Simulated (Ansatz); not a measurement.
## What a change does: single-point calculation on C$_{2}$H$_{6}$ClNSi

System: C$_{2}$H$_{6}$ClNSi.
Method of run 1: RKS SPW92/def2-TZVPP (Ansatz 0.2.0).

The geometry comes from this level: PBE0-D4/def2-TZVP. Text and figures count atoms from 1; the logs count them from 0 in places.

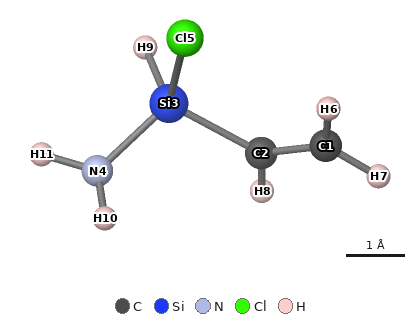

Figure 1. The structure (ball-and-stick view, seen at a tilt; atoms are numbered from 1 in the order of the input).

## The input, run 1
```yaml
crystal:
  periodic: [false, false, false]
  atoms:
    - {symbol: C, position_ang: [-2.009077, -0.223832, 0.193806]}
    - {symbol: C, position_ang: [-0.763248, -0.607704, 0.453827]}
    - {symbol: Si, position_ang: [0.734757, 0.466008, 0.291998]}
    - {symbol: N, position_ang: [1.868285, -0.317323, -0.709389]}
    - {symbol: Cl, position_ang: [0.104432, 2.319573, -0.400925]}
    - {symbol: H, position_ang: [-2.233688, 0.783711, -0.142834]}
    - {symbol: H, position_ang: [-2.853641, -0.897561, 0.307108]}
    - {symbol: H, position_ang: [-0.595034, -1.630402, 0.790586]}
    - {symbol: H, position_ang: [1.412562, 0.742437, 1.578710]}
    - {symbol: H, position_ang: [1.579216, -0.700399, -1.595578]}
    - {symbol: H, position_ang: [2.820834, 0.008493, -0.746809]}
basis:
  gaussian: {orbitals: def2-TZVPP}
hamiltonian: {xc: lda}
output: {orbitals: {seedname: orbitals}}
```

Hardware: 4 CPU threads, shared host.

## Output (run 1)
```
Functional definition: SPW92
  exchange = slater_x
  correlation = pw_c
1451 factors; their error is unknown
mean field evaluation 1: about -23943.4418 eV, gradient 9.3e1 eV
mean field evaluation 2: about -23894.7103 eV, gradient 1.6e2 eV
mean field evaluation 4: about -23960.7438 eV, gradient 1.8e1 eV
mean field evaluation 8: about -23961.5098 eV, gradient 1.4e-1 eV
mean field evaluation 16: about -23961.4722 eV, gradient 6.2e-4 eV
mean field -23961.47220423 eV, -880.5678618361 hartree, gradient 2.9e-5 eV, S^2 0.000000; 0 other end points of the search recorded, 0 dependent functions left out
reference -23961.47224462 eV, -880.5678633206 hartree; 28, 28 occupied and 233, 233 virtual orbitals, 1451 factors
Total energy: -23961.47224462 eV, -880.5678633206 hartree
```

The input of run 2 differs as follows (lines with − go, lines with + come):
```diff
-hamiltonian: {xc: lda}
+hamiltonian: {xc: {name: r2SCANh}, dispersion: d4}
```

How does run 2 compare with run 1?

The total energies belong to different models, so their difference says nothing on which is more stable or more accurate. The HOMO goes from −6.61 to −7.29 eV. The LUMO goes from −1.94 to −1.13 eV.

## Output (run 2)
```
Functional definition: r2SCANh
  parameter a = 0.1
  parameter k0 = 0.174
  parameter k1 = 0.065
  parameter a1 = 4.9479
  exchange = (1 - a)*r2scan_x(k0 = k0, k1 = k1, a1 = a1) + a*exact_x
  correlation = r2scan_c
1451 factors; their error is unknown
mean field evaluation 1: about -24050.4813 eV, gradient 7.6e1 eV
mean field evaluation 2: about -24037.9684 eV, gradient 1.0e2 eV
mean field evaluation 4: about -24062.1570 eV, gradient 6.5e0 eV
mean field evaluation 8: about -24062.2547 eV, gradient 2.6e-1 eV
mean field evaluation 16: about -24062.2517 eV, gradient 2.8e-4 eV
mean field -24062.25171296 eV, -884.2714404714 hartree, gradient 2.2e-5 eV, S^2 0.000000; 0 other end points of the search recorded, 0 dependent functions left out
reference -24062.25172417 eV, -884.2714408833 hartree; 28, 28 occupied and 233, 233 virtual orbitals, 1451 factors
Total energy: -24062.32323167 eV, -884.2740687356 hartree
```

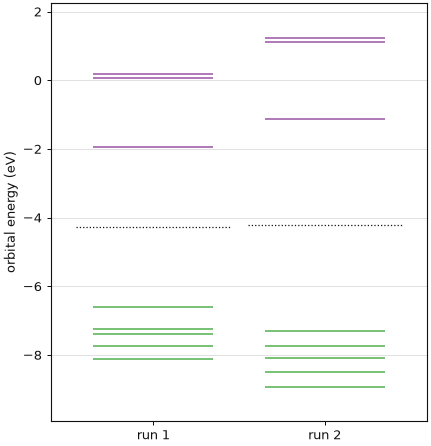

Figure 2. The five highest filled and three lowest empty orbital energies of the two runs; the dotted lines part filled from empty levels. The HOMO–LUMO gap is 4.68 eV in run 1 and 6.16 eV in run 2.

## The two runs side by side

| quantity | run 1 | run 2 |
| --- | --- | --- |
| outcome | converged | converged |
| total energy (hartree) | −880.567863 | −884.274069 |
| HOMO (eV) | −6.61 | −7.29 |
| LUMO (eV) | −1.94 | −1.13 |
| basis functions | 261 | 261 |
| wall time (shared host) | 1.8 s | 5.5 s |
